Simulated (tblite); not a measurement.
# Geometry relaxation, with input and output: C2H8OP2Si2 (part 1 of 2)

The run: geometry relaxation of C2H8OP2Si2. Method and program: GFN2-xTB geometry optimisation, gas phase (tblite 0.8.0).

It belongs to a series of runs on one base structure; here: H on Si replaced by COCH3.

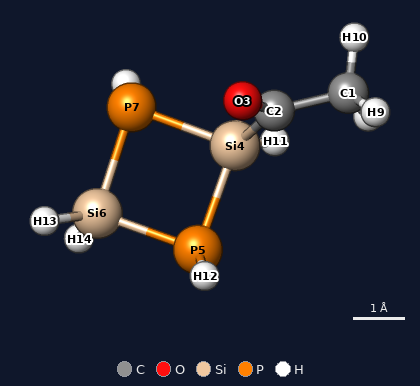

Figure 1. The input geometry (ball-and-stick view, seen at a tilt; atoms are numbered from 1 in the order of the input). Bond lengths as drawn: C–C 1.51 Å, C–H 1.11 to 1.12 Å, C–O 1.23 Å, C–Si 1.83 Å, H–P 1.45 to 1.48 Å, H–Si 1.45 to 1.48 Å and P–Si 2.19 to 2.22 Å.

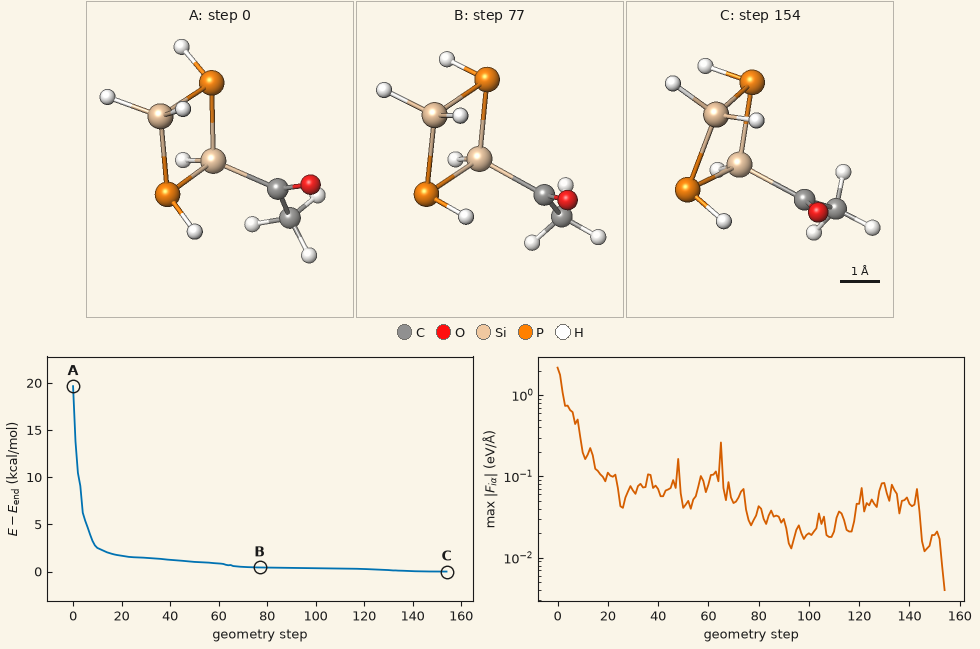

Figure 2. Frames of the relaxation (ball-and-stick view, seen at a tilt) above the curves, on which the letters mark them (steps are counted from 0).

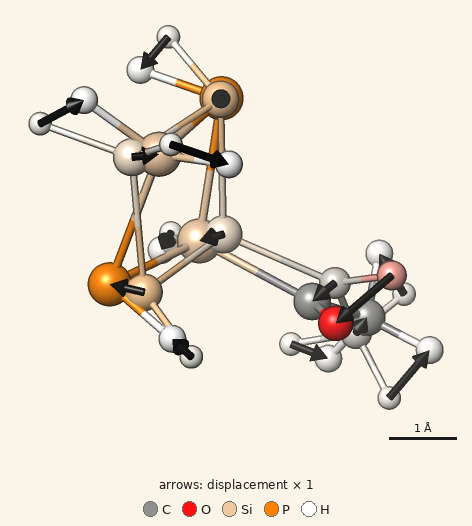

Figure 3. Start (faint) and end (solid) with the displacements as black arrows, at true length (ball-and-stick view, seen at a tilt). The two geometries are laid on each other by the best rigid fit. The energy falls by 19.7 kcal/mol in 154 geometry steps. The largest force component goes from 2.2 to 0.004 eV/Å. The largest move after the best rigid fit is that of O3, 1.17 Å. By element the largest moves are O 1.17 Å, H 1.00 Å, P 0.54 Å, C 0.47 Å, Si 0.41 Å. Among the contacts that change: C2–Si4 1.829 → 1.927 Å, P7–H15 1.475 → 1.385 Å, P5–Si6 2.194 → 2.268 Å, P5–H12 1.450 → 1.380 Å. Among the angles that change: Si6–P5–H12 116.2° → 96.5°, Si4–P5–H12 114.9° → 95.5°, Si4–P7–H15 110.4° → 92.6°. (Atoms are counted from 1 in the order of the input.)

These pictures come from the run below.

Input
```
{"job": {"kind": "relax", "xc": "GFN2-xTB", "basis": "xTB"}, "charge": 0, "multiplicity": 1}
C      2.824000    -0.565600     0.078300
C      1.404400    -0.596800     0.597400
O      1.122100    -1.264500     1.590300
Si     0.161300     0.398400    -0.301500
P     -1.432700    -0.820300    -1.225200
Si    -2.884100     0.334800    -0.053200
P     -1.294800     1.452600     1.009500
H      2.787300    -0.092100    -0.939100
H      3.240900    -1.597100     0.026200
H      3.464200     0.000300     0.782000
H      0.693300     1.334600    -1.270000
H     -1.362000    -2.239300    -0.936700
H     -3.696800    -0.450700     0.905400
H     -3.650600     1.235400    -0.925900
H     -1.380900     2.878300     0.640700
```

The first line tells a small driver script what to run in tblite; the rest is the geometry in Å.

Run as:
```bash
OMP_NUM_THREADS=1 python <driver script> task.json out
```

Output
```
step      E/eV     max force
  0    -567.61770    3.128
  1    -567.87210    2.259
  2    -568.01672    1.268
  3    -568.07683    0.946
  4    -568.19966    0.877
  5    -568.23634    0.674
  6    -568.26684    0.625
  7    -568.29934    0.539
  8    -568.32892    0.618
  9    -568.34992    0.409
 10    -568.36160    0.218
 11    -568.36679    0.173
 12    -568.37187    0.254
 13    -568.37720    0.309
 14    -568.38185    0.257
 15    -568.38553    0.173
 16    -568.38873    0.145
 17    -568.39166    0.142
 18    -568.39402    0.128
 19    -568.39582    0.105
 20    -568.39751    0.116
 21    -568.39932    0.122
 22    -568.40121    0.122
 23    -568.40288    0.111
 24    -568.40397    0.088
 25    -568.40455    0.051
 26    -568.40494    0.047
 27    -568.40532    0.058
 28    -568.40579    0.077
 29    -568.40642    0.094
 30    -568.40719    0.083
 31    -568.40797    0.069
 32    -568.40864    0.081
 33    -568.40925    0.083
 34    -568.40994    0.075
 35    -568.41082    0.092
 36    -568.41193    0.118
 37    -568.41321    0.111
 38    -568.41447    0.091
 39    -568.41551    0.088
 40    -568.41633    0.077
 41    -568.41714    0.081
 42    -568.41803    0.078
 43    -568.41893    0.073
 44    -568.41983    0.077
 45    -568.42078    0.094
 46    -568.42187    0.110
 47    -568.42314    0.086
 48    -568.42419    0.207
 49    -568.42524    0.067
 50    -568.42593    0.055
 51    -568.42645    0.051
 52    -568.42679    0.054
 53    -568.42720    0.056
 54    -568.42765    0.055
 55    -568.42834    0.079
 56    -568.42933    0.103
 57    -568.43052    0.133
 58    -568.43153    0.114
 59    -568.43229    0.083
 60    -568.43301    0.096
 61    -568.43394    0.128
 62    -568.43543    0.121
 63    -568.43925    0.128
 64    -568.44139    0.119
 65    -568.44030    0.307
 66    -568.44496    0.084
 67    -568.44608    0.060
 68    -568.44749    0.113
 69    -568.44817    0.075
 70    -568.44888    0.063
 71    -568.44956    0.059
 72    -568.44995    0.069
 73    -568.45040    0.065
 74    -568.45083    0.072
 75    -568.45117    0.044
 76    -568.45136    0.030
 77    -568.45150    0.037
 78    -568.45162    0.041
 79    -568.45176    0.037
 80    -568.45194    0.047
 81    -568.45215    0.042
 82    -568.45233    0.036
 83    -568.45247    0.036
 84    -568.45264    0.049
 85    -568.45287    0.053
 86    -568.45309    0.042
 87    -568.45325    0.035
 88    -568.45336    0.034
 89    -568.45348    0.028
 90    -568.45366    0.036
 91    -568.45383    0.027
 92    -568.45392    0.021
 93    -568.45396    0.019
 94    -568.45401    0.018
 95    -568.45410    0.024
 96    -568.45434    0.034
 97    -568.45459    0.031
 98    -568.45479    0.018
 99    -568.45489    0.020
100    -568.45496    0.026
101    -568.45505    0.023
102    -568.45517    0.024
103    -568.45531    0.029
104    -568.45545    0.050
105    -568.45561    0.035
106    -568.45580    0.041
107    -568.45594    0.020
108    -568.45598    0.018
109    -568.45603    0.018
110    -568.45614    0.028
111    -568.45629    0.043
112    -568.45657    0.053
113    -568.45689    0.045
114    -568.45715    0.029
115    -568.45729    0.023
116    -568.45741    0.027
117    -568.45758    0.027
118    -568.45784    0.034
119    -568.45823    0.051
120    -568.45861    0.056
121    -568.45905    0.097
122    -568.45953    0.047
123    -568.46011    0.049
124    -568.46037    0.047
125    -568.46078    0.077
126    -568.46109    0.066
127    -568.46143    0.056
128    -568.46201    0.068
129    -568.46261    0.082
130    -568.46345    0.089
131    -568.46438    0.070
132    -568.46526    0.059
133    -568.46517    0.087
134    -568.46596    0.077
135    -568.46612    0.070
136    -568.46657    0.036
137    -568.46709    0.059
138    -568.46764    0.056
139    -568.46833    0.087
140    -568.46858    0.063
141    -568.46887    0.060
142    -568.46914    0.071
143    -568.46937    0.077
144    -568.46966    0.042
145    -568.46987    0.017
146    -568.46998    0.013
147    -568.47002    0.013
148    -568.47005    0.015
149    -568.47009    0.020
150    -568.47015    0.020
151    -568.47024    0.023
152    -568.47030    0.021
153    -568.47033    0.012
154    -568.47035    0.006
```

Trajectory as extended XYZ (Å, eV, eV/Å), 15 of the 155 frames kept, from step=0 to step=154
```
15
Properties=species:S:1:pos:R:3:forces:R:3 step=0 energy=-567.61770
C     2.8240   -0.5656    0.0783    0.0270  -0.0610  -0.7040
C     1.4044   -0.5968    0.5974    1.6260  -1.5560   2.1720
O     1.1221   -1.2645    1.5903   -0.0060   0.7040  -1.1140
Si    0.1613    0.3984   -0.3015   -1.0970   0.8900  -0.4630
P    -1.4327   -0.8203   -1.2252    0.0540  -1.6230  -1.5180
Si   -2.8841    0.3348   -0.0532   -0.8730   0.0530   0.5030
P    -1.2948    1.4526    1.0095   -0.0120   1.6190   1.1020
H     2.7873   -0.0921   -0.9391    0.4770  -0.4540   1.0090
H     3.2409   -1.5971    0.0262   -0.3100   0.7310  -0.0260
H     3.4642    0.0003    0.7820   -0.4090  -0.1780  -0.5100
H     0.6933    1.3346   -1.2700    0.2720   0.0520  -0.3980
H    -1.3620   -2.2393   -0.9367   -0.0260   1.2740   0.2580
H    -3.6968   -0.4507    0.9054    0.1580   0.2660  -0.2340
H    -3.6506    1.2354   -0.9259   -0.0150  -0.2520  -0.0310
H    -1.3809    2.8783    0.6407    0.1350  -1.4640  -0.0450
15
Properties=species:S:1:pos:R:3:forces:R:3 step=11 energy=-568.36679
C     2.8248   -0.5694    0.0714   -0.0920  -0.0400  -0.0580
C     1.4219   -0.6129    0.6098    0.1130   0.1130  -0.0440
O     1.1122   -1.2592    1.5785   -0.0370  -0.1150   0.0900
Si    0.0794    0.4226   -0.2916    0.1340   0.0530  -0.0950
P    -1.4636   -0.7716   -1.4427    0.0280  -0.0380  -0.0400
Si   -2.8478    0.3272   -0.0412   -0.1040   0.0700   0.0370
P    -1.3010    1.4395    1.1856    0.0220  -0.1020   0.0230
H     2.8556   -0.1176   -0.9151   -0.0020  -0.0140   0.0280
H     3.2296   -1.5770    0.0356    0.0460  -0.0630   0.0040
H     3.4493    0.0072    0.7507   -0.0420   0.0440   0.0330
H     0.7056    1.2901   -1.2950    0.0380   0.1120  -0.0190
H    -1.3560   -1.9547   -0.7438    0.0010  -0.0180   0.1220
H    -3.6852   -0.4290    0.8757   -0.0350  -0.1630   0.0290
H    -3.6567    1.1700   -0.9113   -0.0760   0.1450  -0.0260
H    -1.3724    2.6431    0.5115    0.0050   0.0150  -0.0850
15
Properties=species:S:1:pos:R:3:forces:R:3 step=22 energy=-568.40121
C     2.8277   -0.5854    0.0726    0.0400  -0.0070  -0.0310
C     1.4215   -0.6192    0.5891   -0.0030   0.0130   0.0540
O     1.0870   -1.2676    1.5505   -0.0270  -0.0270  -0.0440
Si    0.1072    0.4407   -0.3301   -0.0810   0.0680  -0.0600
P    -1.4710   -0.7785   -1.4294    0.0920  -0.0520   0.0130
Si   -2.8758    0.3366   -0.0458   -0.0210  -0.0280   0.0030
P    -1.2980    1.4121    1.1652    0.0990   0.0020   0.0390
H     2.8666   -0.1474   -0.9176    0.0250   0.0150  -0.0530
H     3.2550   -1.5846    0.0568   -0.0040  -0.0610   0.0370
H     3.4300    0.0151    0.7525   -0.0200   0.0320   0.0150
H     0.7389    1.3657   -1.2911   -0.0450  -0.0610   0.0620
H    -1.3496   -1.8979   -0.6219   -0.0040   0.0470  -0.0110
H    -3.6815   -0.5164    0.8230   -0.0070  -0.0130  -0.0130
H    -3.6935    1.2344   -0.8597   -0.0200   0.0100   0.0040
H    -1.3690    2.6004    0.4640   -0.0240   0.0610  -0.0150
15
Properties=species:S:1:pos:R:3:forces:R:3 step=33 energy=-568.40925
C     2.8282   -0.5935    0.0700    0.0090  -0.0160   0.0150
C     1.4135   -0.6207    0.5626   -0.0380   0.0150   0.0080
O     1.0576   -1.3095    1.4883   -0.0330   0.0000  -0.0340
Si    0.1101    0.4706   -0.3342   -0.0470  -0.0030   0.0180
P    -1.4467   -0.7846   -1.4139   -0.0060   0.0190  -0.0030
Si   -2.8635    0.3338   -0.0399   -0.0020  -0.0150  -0.0200
P    -1.2921    1.4341    1.1685    0.0290   0.0310  -0.0170
H     2.8998   -0.1900   -0.9343   -0.0420  -0.0190  -0.0140
H     3.2455   -1.5970    0.1104    0.0810   0.0080   0.0170
H     3.4017    0.0423    0.7437    0.0140  -0.0140  -0.0010
H     0.7319    1.3867   -1.2987    0.0120   0.0180  -0.0080
H    -1.3272   -1.8740   -0.5697    0.0270   0.0030  -0.0040
H    -3.6718   -0.5535    0.7896    0.0010  -0.0010   0.0480
H    -3.6994    1.2393   -0.8264    0.0010   0.0030  -0.0290
H    -1.3921    2.6239    0.4622   -0.0050  -0.0300   0.0240
15
Properties=species:S:1:pos:R:3:forces:R:3 step=44 energy=-568.41983
C     2.8220   -0.6181    0.0857   -0.0690   0.0170  -0.0290
C     1.3845   -0.6462    0.5157   -0.0090   0.0660  -0.0200
O     0.9548   -1.3999    1.3549    0.0420  -0.0450   0.0170
Si    0.1205    0.5271   -0.3424    0.0010   0.0160   0.0050
P    -1.4150   -0.7676   -1.3961   -0.0400   0.0100  -0.0210
Si   -2.8486    0.3238   -0.0210    0.0230  -0.0220  -0.0260
P    -1.2912    1.4617    1.1751    0.0510  -0.0050  -0.0200
H     2.9013   -0.3036   -0.9504   -0.0060  -0.0190  -0.0190
H     3.2875   -1.5926    0.2246   -0.0030   0.0510   0.0540
H     3.3448    0.1139    0.7017   -0.0300  -0.0360   0.0070
H     0.7278    1.4383   -1.3209    0.0320   0.0190   0.0330
H    -1.2375   -1.8313   -0.5339    0.0000  -0.0400  -0.0020
H    -3.6337   -0.5624    0.8334   -0.0010   0.0190   0.0110
H    -3.6832    1.2110   -0.8315   -0.0160  -0.0060   0.0120
H    -1.4384    2.6541    0.4833    0.0260  -0.0250  -0.0030
```
